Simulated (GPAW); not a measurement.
# Ballistic transport through H2 in line between two Rh chains, from relaxation to T(E)

How well does H2 in line between two Rh chains conduct once its atoms have relaxed, and how much do cheaper levels lose?

Calculated with GPAW 26.7.0; GPAW LCAO, PAW setups; relaxation of the junction within the symmetry of its start, lead ends held, in the first sound run; inputs show where later runs differ.

**1. The starting structure**

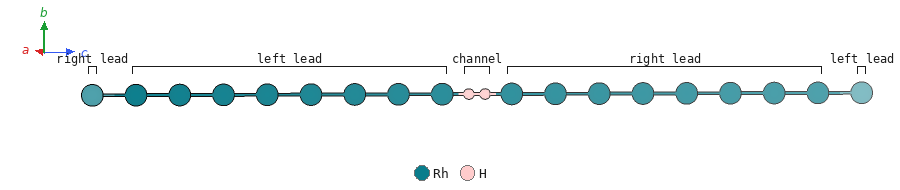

The starting structure, seen from the side, with the c axis across the page (rhodium blue, hydrogen pink). Some periodic images of atoms are drawn too.

The cell holds 18 atoms: 16 Rh and 2 H. Cell: a = 9.000 Å, b = 9.000 Å, c = 38.156 Å, α = 90.0°, β = 90.0°, γ = 90.0°. Regions: left lead, 8 atoms (8 Rh); channel, 2 atoms (2 H); right lead, 8 atoms (8 Rh). Vacuum lies along a and b. The structure is stacked along c, and the current runs across the ab planes.

**2. Relaxation**

Transmission follows bond lengths closely, so the atoms between the held lead ends are relaxed first, within whatever symmetry the start has.

Contents of run.py:

```python
import json
from ase import Atoms
from ase.constraints import FixAtoms
from ase.optimize import BFGS
from gpaw import GPAW, FermiDirac

device = Atoms(
    ['Rh', 'Rh', 'Rh', 'Rh', 'Rh', 'Rh', 'Rh', 'Rh', 'H', 'H', 'Rh', 'Rh', 'Rh', 'Rh', 'Rh', 'Rh', 'Rh', 'Rh'],
    positions=[
        [4.50000, 4.50000, 1.15000],
        [4.50000, 4.50000, 3.45000],
        [4.50000, 4.50000, 5.75000],
        [4.50000, 4.50000, 8.05000],
        [4.50000, 4.50000, 10.35000],
        [4.50000, 4.50000, 12.65000],
        [4.50000, 4.50000, 14.95000],
        [4.50000, 4.50000, 17.25000],
        [4.50000, 4.50000, 18.65280],
        [4.50000, 4.50000, 19.50280],
        [4.50000, 4.50000, 20.90560],
        [4.50000, 4.50000, 23.20560],
        [4.50000, 4.50000, 25.50560],
        [4.50000, 4.50000, 27.80560],
        [4.50000, 4.50000, 30.10560],
        [4.50000, 4.50000, 32.40560],
        [4.50000, 4.50000, 34.70560],
        [4.50000, 4.50000, 37.00560]],
    cell=[[9.0, 0.0, 0.0], [0.0, 9.0, 0.0], [0.0, 0.0, 38.1556]],
    pbc=True)

device.set_constraint(FixAtoms([0, 1, 2, 3, 4, 5, 6, 11, 12, 13, 14, 15, 16, 17]))
device.calc = GPAW(mode='lcao', basis='dzp', xc='PBE', h=0.18,
                   kpts={'size': (1, 1, 2), 'gamma': True},
                   symmetry={'tolerance': 1e-3, 'extra_ids': [1, 1, 1, 1, 1, 1, 1, 0, 0, 0, 0, 1, 1, 1, 1, 1, 1, 1]},
                   occupations=FermiDirac(0.1), maxiter=250,
                   mixer=dict(beta=0.1, nmaxold=8, weight=100.0),
                   convergence=dict(density=0.0001), txt='relax.txt')
path = []
opt = BFGS(device, maxstep=0.15)
opt.attach(lambda: path.append((device.get_potential_energy(), device.positions.tolist(), device.get_forces().tolist())))
relaxed = bool(opt.run(fmax=0.05, steps=50))
json.dump(dict(relaxed=relaxed, path=path, positions=device.positions.tolist(), moments=device.get_magnetic_moments().tolist(),
               forces=device.get_forces(apply_constraint=False).tolist()), open('result.json', 'w'))
```

Started as:

```sh
$ OMP_NUM_THREADS=1 OPENBLAS_NUM_THREADS=1 python run.py
```

Log:

```text
Step          Energy          fmax
BFGS:    0      -58.055464        4.964504
BFGS:    1      -58.625622        1.911375
BFGS:    2      -58.766855        0.803793
BFGS:    3      -58.806609        0.209035
BFGS:    4      -58.807473        0.072208
BFGS:    5      -58.807609        0.034366
```

The job ended after 13 min (1 thread of Arm Neoverse V2, shared host; peak memory 2 GiB).

Relaxation path:

```
step  energy less that of the first step (eV)  largest force (eV/Å)
   1                                   0.0000                4.9645
   2                                  -0.5887                1.9114
   3                                  -0.7426                0.8038
   4                                  -0.7935                0.2090
   5                                  -0.7942                0.0722
   6                                  -0.7940                0.0344
```

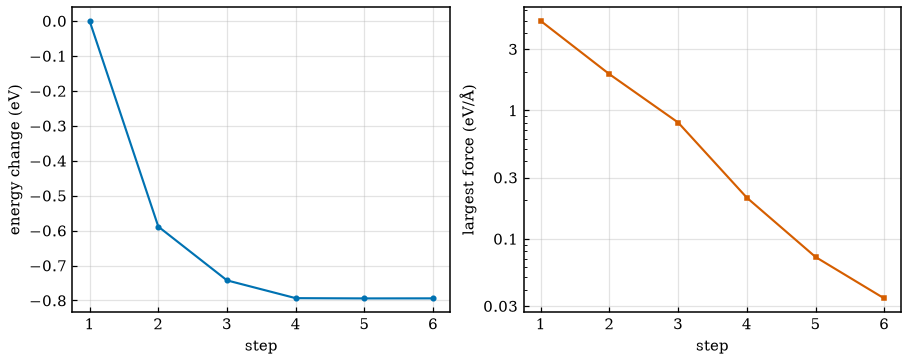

Energy and largest force along the relaxation.

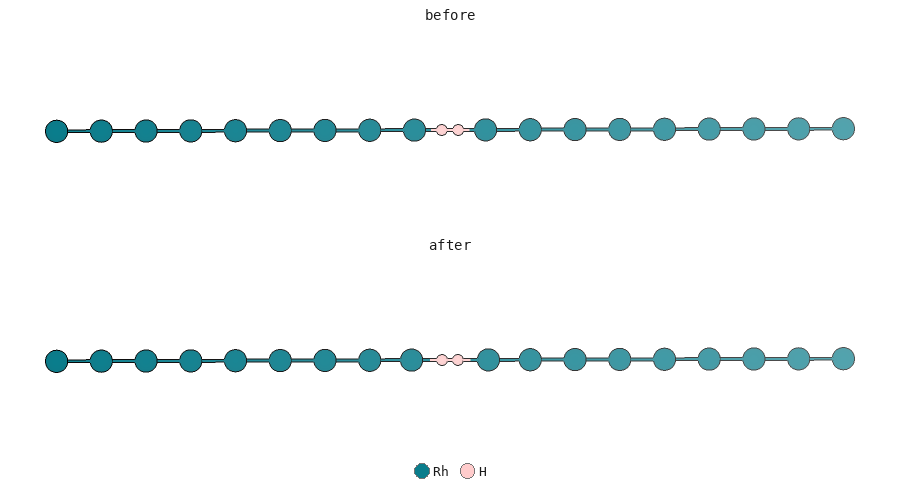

Before and after, at one scale.

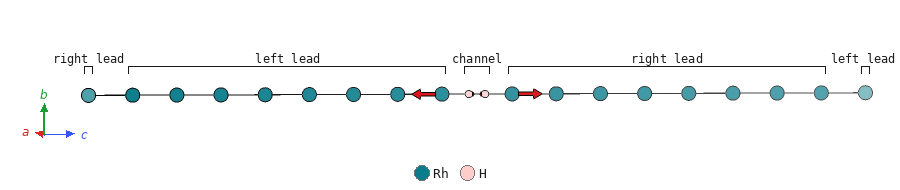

Displacements in the relaxation, exaggerated; the longest in the cell stands for 0.15 Å. Some periodic images of atoms are drawn too.

The atoms that moved most (Å):

```
atom     dx     dy      dz  length
Rh11  0.000  0.000   0.149   0.149
 Rh8  0.000  0.000  -0.149   0.149
  H9  0.000  0.000   0.015   0.015
 H10  0.000  0.000  -0.015   0.015
```

The relaxation lowered the energy of the cell by 0.794 eV (energies extrapolated to zero smearing; the optimiser's log prints free energies). The largest force left on a free atom is 0.034 eV/Å.

**3. GPAW, dzp**

The script solves lead and junction separately, takes H and S in the orbital basis, and joins semi-infinite leads through their self-energies; the dzp basis is the working standard.

This step: GPAW LCAO, PAW setups; Landauer transmission from Green's functions with principal layers (ASE), zero bias (GPAW 26.7.0).

Contents of run.py:

```python
import json
import numpy as np
from ase import Atoms
from ase.transport.calculators import TransportCalculator
from gpaw import GPAW, FermiDirac
from gpaw.lcao.tools import get_lcao_hamiltonian
from scipy.linalg import eigh

# The junction with lead layers at both ends, along the third cell vector
device = Atoms(
    ['Rh', 'Rh', 'Rh', 'Rh', 'Rh', 'Rh', 'Rh', 'Rh', 'H', 'H', 'Rh', 'Rh', 'Rh', 'Rh', 'Rh', 'Rh', 'Rh', 'Rh'],
    positions=[
        [4.50000, 4.50000, 1.15000],
        [4.50000, 4.50000, 3.45000],
        [4.50000, 4.50000, 5.75000],
        [4.50000, 4.50000, 8.05000],
        [4.50000, 4.50000, 10.35000],
        [4.50000, 4.50000, 12.65000],
        [4.50000, 4.50000, 14.95000],
        [4.50000, 4.50000, 17.10140],
        [4.50000, 4.50000, 18.66816],
        [4.50000, 4.50000, 19.48744],
        [4.50000, 4.50000, 21.05420],
        [4.50000, 4.50000, 23.20560],
        [4.50000, 4.50000, 25.50560],
        [4.50000, 4.50000, 27.80560],
        [4.50000, 4.50000, 30.10560],
        [4.50000, 4.50000, 32.40560],
        [4.50000, 4.50000, 34.70560],
        [4.50000, 4.50000, 37.00560]],
    cell=[[9.0, 0.0, 0.0], [0.0, 9.0, 0.0], [0.0, 0.0, 38.1556]],
    pbc=True)

# One principal layer of the lead: the first 5 atoms of the device
lead = Atoms(
    ['Rh', 'Rh', 'Rh', 'Rh', 'Rh'],
    positions=[
        [4.50000, 4.50000, 1.15000],
        [4.50000, 4.50000, 3.45000],
        [4.50000, 4.50000, 5.75000],
        [4.50000, 4.50000, 8.05000],
        [4.50000, 4.50000, 10.35000]],
    cell=[[9.0, 0.0, 0.0], [0.0, 9.0, 0.0], [0.0, 0.0, 11.5]],
    pbc=True)

settings = dict(mode='lcao', basis='dzp', xc='PBE', h=0.2,
                occupations=FermiDirac(0.1), maxiter=250,
                mixer=dict(beta=0.1, nmaxold=8, weight=100.0),
                convergence=dict(density=0.0001))
energies = np.arange(-2, 2 + 1e-9, 0.025)
eta = 0.0001
n1, n2 = 1, 1
# k and -k transmit alike, so half of the mesh across the current serves
mesh = [(i, j) for i in range(n1) for j in range(n2) if (i, j) <= (-i % n1, -j % n2)]
weights = np.array([1 if (i, j) == (-i % n1, -j % n2) else 2 for i, j in mesh]) / (n1 * n2)

# [... helper functions left out ...]
fermi_lead = ground_state(lead, (1, 1, 10), 'lead.txt')
fermi_device = ground_state(device, (1, 1, 2), 'device.txt')
# [... loop over the mesh left out, but for ...]
        # Shift the lead onto the potential of the device's first layer
        shift = ((H[:, 0, 0] - H0[:, 0, 0]) / S0[0, 0]).real.mean()
# [...]
kT = 8.617333e-5 * 300
bias = [0.1, 0.2, 0.5, 1.0, 1.5, 2.0]
# [... integrals and printing left out ...]
```

Log:

```text
basis functions: device 442, principal layer 135
Fermi level: lead -3.7264 eV, device -3.6624 eV; lead shifted by -0.0040 eV
largest coupling past the next layer 2.07e-04 eV, largest misfit of the first layer 0.138 eV
  E-E_F (eV)   T (one spin)  [channel counts left out]
    -2.000    5.9300e-01
    -1.975    5.9303e-01
    -1.950    5.9306e-01
    -1.925    5.9309e-01
    -1.900    5.9311e-01
    -1.875    5.9311e-01
    -1.850    5.9310e-01
    -1.825    5.9306e-01
    -1.800    5.9299e-01
    -1.775    5.9288e-01
    -1.750    5.9273e-01
    -1.725    5.9253e-01
    -1.700    5.9226e-01
    -1.675    5.9192e-01
    -1.650    5.9149e-01
    -1.625    5.9097e-01
[...]
1.825    8.1774e-01
     1.850    8.2349e-01
     1.875    8.2903e-01
     1.900    8.3437e-01
     1.925    8.3951e-01
     1.950    8.4446e-01
     1.975    8.4922e-01
     2.000    8.5378e-01
conductance at 300 K: 1.2177 G0 a cell; thermopower -1.252 uV/K
current from the zero-bias T(E) at 0.1 V: 9.4319 uA
current from the zero-bias T(E) at 0.2 V: 18.848 uA
current from the zero-bias T(E) at 0.5 V: 46.824 uA
current from the zero-bias T(E) at 1.0 V: 91.792 uA
current from the zero-bias T(E) at 1.5 V: 133.97 uA
current from the zero-bias T(E) at 2.0 V: 167.33 uA
```

Wall time 3.7 min (1 thread); peak memory 1.5 GiB.

Numbers from this step:

| Quantity | Value |
| --- | --- |
| conductance | 1.218 G₀ |
| largest coupling past the next principal layer | 2.07e-4 eV |
| largest misfit of the first principal layer | 0.1383 eV |
| shift that aligns the lead | -0.003968 eV |
| basis functions of the junction | 442 |
| basis functions of a principal layer | 135 |
| transmission at the Fermi level (one spin) | 1.219 |

One spin. The transmission, zone mean by energy, zero at the Fermi level:

```
energy (eV)  transmission, zone mean
    -2.0000                    0.593
    -1.7500                    0.593
    -1.5000                    0.586
    -1.2500                    0.555
    -1.0000                    0.411
    -0.9500                     1.08
    -0.7500                     1.01
    -0.5000                     1.05
    -0.2500                     1.14
     0.0000                     1.22
     0.2500                     1.24
     0.5000                     1.21
     0.7500                     1.07
     1.0000                    0.613
     1.2500                    0.637
     1.5000                    0.725
     1.7500                    0.799
     2.0000                    0.854
```

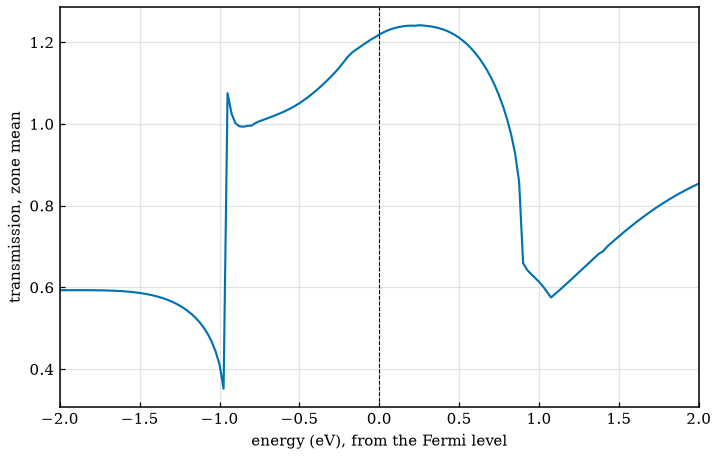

Transmission, zone mean, plotted against energy.

Not self-consistent under bias; the bias window is split evenly. Table of current through one cell, from the zero-bias transmission by bias:

```
bias (V)  current through one cell, from the zero-bias transmission (μA)
   0.100                                                            9.43
   0.200                                                            18.8
   0.500                                                            46.8
   1.000                                                            91.8
   1.500                                                             134
   2.000                                                             167
```

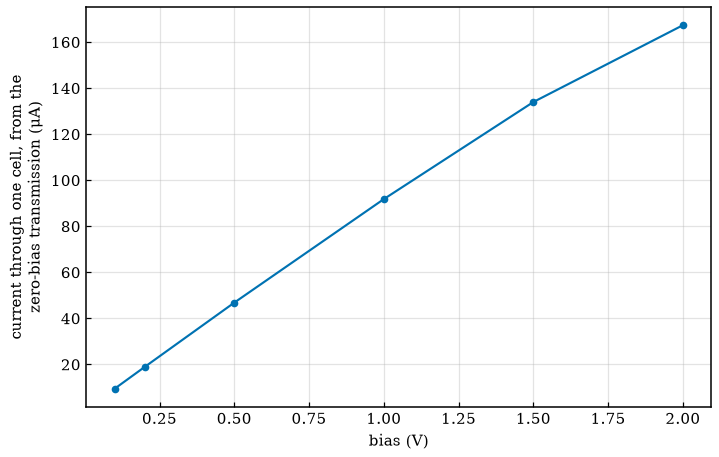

Current through one cell, from the zero-bias transmission, plotted against bias.

Table of transmission of the three most open eigenchannels by energy, zero at the Fermi level:

```
energy (eV)  channel 1  channel 2  channel 3
     -2.000      0.583    0.00499    0.00499
     -1.800      0.580    0.00633    0.00633
     -1.600      0.574    0.00823    0.00823
     -1.400      0.557     0.0108     0.0108
     -1.200      0.515     0.0138     0.0138
     -1.000      0.376     0.0175     0.0175
     -0.800      0.936     0.0226     0.0226
     -0.600      0.951     0.0317     0.0317
     -0.400      0.964     0.0481     0.0481
     -0.200      0.983     0.0726     0.0726
      0.000      0.995     0.0947     0.0947
      0.200      0.998      0.102      0.102
      0.400      0.992     0.0993     0.0993
      0.600      0.949     0.0929     0.0929
      0.800      0.833     0.0754     0.0754
      1.000      0.552     0.0304     0.0304
      1.200      0.619     2.0e-6    5.2e-12
      1.400      0.688     2.0e-6          0
      1.600      0.757     2.1e-6          0
      1.800      0.812     2.1e-6          0
      2.000      0.854     2.2e-6          0
```

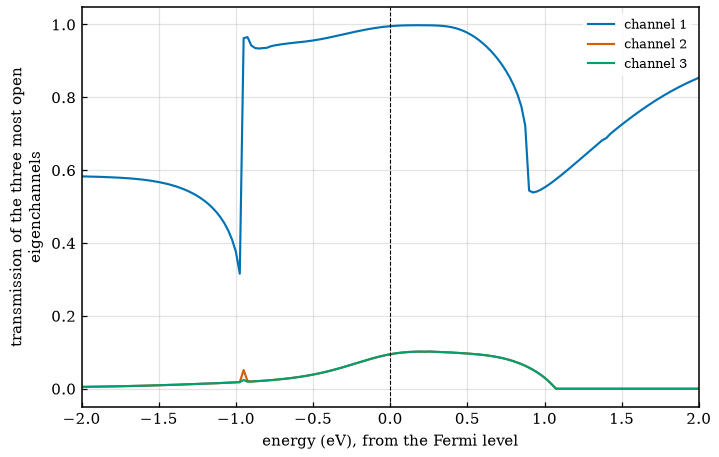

Transmission of the three most open eigenchannels against energy.

Couplings past the next layer reach 2.1e-4 eV, small enough to drop; the matrix elements of the cell's first layer differ from the bulk lead's by up to 0.14 eV. That layer keeps its own values in the calculation, and only beyond it is the lead taken as perfect. The Fermi levels of lead and junction count from different zeros of potential, one for each periodic cell; with both set to zero, the small remaining shift is what aligns them. By hand: G = 1.218 × 77.48 μS = 94.3 μS, a resistance of 10.6 kΩ; at 0.1 V a linear junction would pass 9.43 μA, and the integral over the bias window gives 9.43 μA.

**4. Single-zeta polarised basis**

One radial function a shell plus polarisation makes the matrices smaller; the question is what that costs.

run.py: that of step 3 with these lines changed.

```diff
@@ -45,3 +45,3 @@
 
-settings = dict(mode='lcao', basis='dzp', xc='PBE', h=0.2,
+settings = dict(mode='lcao', basis='szp(dzp)', xc='PBE', h=0.2,
                 occupations=FermiDirac(0.1), maxiter=250,
```

Log:

```text
basis functions: device 248, principal layer 75
Fermi level: lead -3.6290 eV, device -3.5791 eV; lead shifted by -0.0048 eV
largest coupling past the next layer 2.08e-04 eV, largest misfit of the first layer 0.143 eV
  E-E_F (eV)   T (one spin)  [channel counts left out]
    -2.000    6.1948e-01
    -1.975    6.1995e-01
    -1.950    6.2043e-01
    -1.925    6.2093e-01
    -1.900    6.2143e-01
    -1.875    6.2194e-01
    -1.850    6.2246e-01
    -1.825    6.2297e-01
    -1.800    6.2348e-01
    -1.775    6.2397e-01
    -1.750    6.2445e-01
    -1.725    6.2491e-01
    -1.700    6.2533e-01
    -1.675    6.2571e-01
    -1.650    6.2604e-01
    -1.625    6.2630e-01
[...]
1.825    8.3618e-01
     1.850    8.4215e-01
     1.875    8.4789e-01
     1.900    8.5341e-01
     1.925    8.5871e-01
     1.950    8.6380e-01
     1.975    8.6867e-01
     2.000    8.7335e-01
conductance at 300 K: 1.2119 G0 a cell; thermopower -0.9383 uV/K
current from the zero-bias T(E) at 0.1 V: 9.3879 uA
current from the zero-bias T(E) at 0.2 V: 18.762 uA
current from the zero-bias T(E) at 0.5 V: 46.616 uA
current from the zero-bias T(E) at 1.0 V: 91.432 uA
current from the zero-bias T(E) at 1.5 V: 133.3 uA
current from the zero-bias T(E) at 2.0 V: 165.26 uA
```

Run time: 2.2 min. Hardware: 1 thread; peak memory 1.4 GiB.

Numbers from this step:

* conductance: 1.212 G₀
* largest coupling past the next principal layer: 2.08e-4 eV
* largest misfit of the first principal layer: 0.1428 eV
* shift that aligns the lead: -0.004799 eV
* basis functions of the junction: 248
* basis functions of a principal layer: 75
* transmission at the Fermi level (one spin): 1.213

One spin. Transmission, zone mean against energy, zero at the Fermi level:

```
energy (eV)  transmission, zone mean
    -2.0000                    0.619
    -1.7500                    0.624
    -1.5000                    0.626
    -1.2500                    0.609
    -1.0000                    0.507
    -0.7500                     1.02
    -0.5000                     1.07
    -0.2500                     1.14
     0.0000                     1.21
     0.2000                     1.23
     0.2500                     1.23
     0.5000                     1.19
     0.7500                     1.02
     1.0000                    0.584
     1.2500                    0.640
     1.5000                    0.738
     1.7500                    0.817
     2.0000                    0.873
```

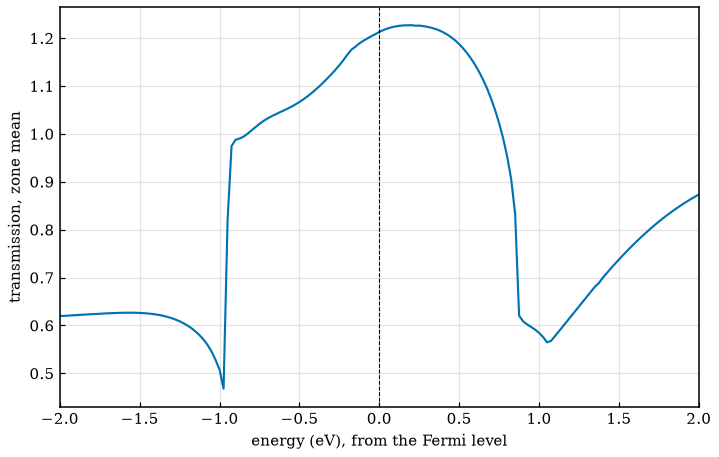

Transmission, zone mean, plotted against energy.

Not self-consistent under bias; the bias window is split evenly. Current through one cell, from the zero-bias transmission against bias:

```
bias (V)  current through one cell, from the zero-bias transmission (μA)
   0.100                                                            9.39
   0.200                                                            18.8
   0.500                                                            46.6
   1.000                                                            91.4
   1.500                                                             133
   2.000                                                             165
```

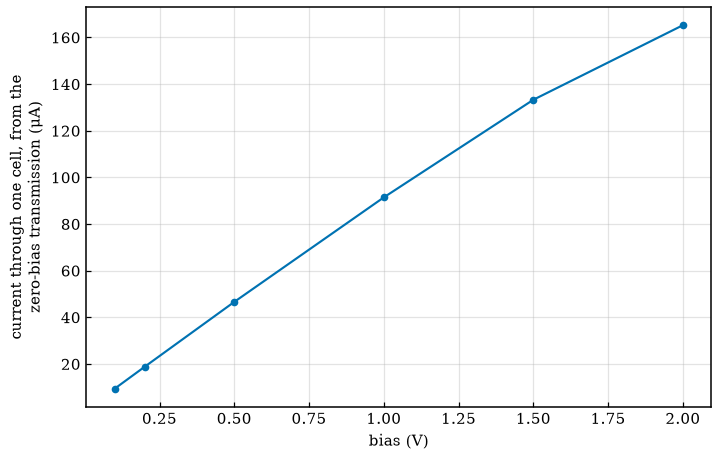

Current through one cell, from the zero-bias transmission against bias.

Table of transmission of the three most open eigenchannels by energy, zero at the Fermi level:

```
energy (eV)  channel 1  channel 2  channel 3
     -2.000      0.609    0.00534    0.00534
     -1.800      0.610    0.00662    0.00662
     -1.600      0.610    0.00847    0.00847
     -1.400      0.601     0.0110     0.0110
     -1.200      0.572     0.0140     0.0140
     -1.000      0.473     0.0174     0.0174
     -0.800      0.946     0.0222     0.0222
     -0.600      0.971     0.0307     0.0307
     -0.400      0.979     0.0467     0.0467
     -0.200      0.992     0.0706     0.0706
      0.000      0.998     0.0917     0.0917
      0.200      0.998     0.0972     0.0972
      0.400      0.993     0.0925     0.0925
      0.600      0.942     0.0844     0.0844
      0.800      0.801     0.0661     0.0661
      1.000      0.539     0.0227     0.0227
      1.200      0.619     7.7e-8    2.7e-12
      1.400      0.700     7.8e-8          0
      1.600      0.772     8.0e-8          0
      1.800      0.830     8.1e-8          0
      2.000      0.873     8.2e-8          0
```

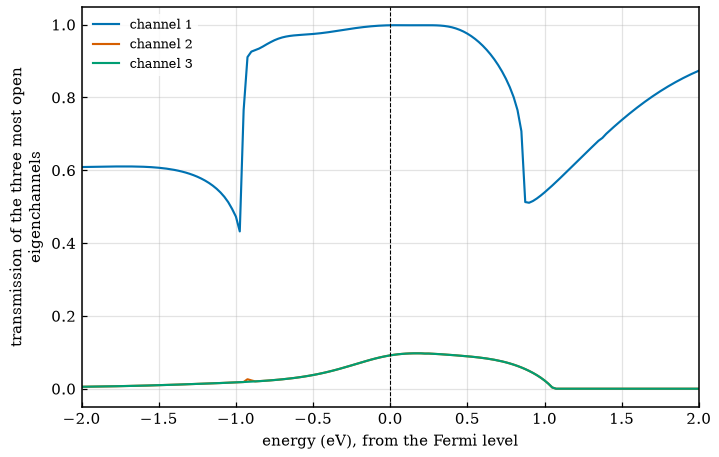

Transmission of the three most open eigenchannels against energy.

The conductance, 1.21 G₀, lies 0.5 % below that of the dzp run.

[end of part 1 of 2]

[Logs are printed without paths, hosts, clocks, repeated set-up lines and the standing remarks that a program may print on its own settings, such as how far it seeks lower states.]

[Hosts, paths, dates, database ids (printed as entryN), source tags and the programs' standing remarks are cut or masked in the printed files.]
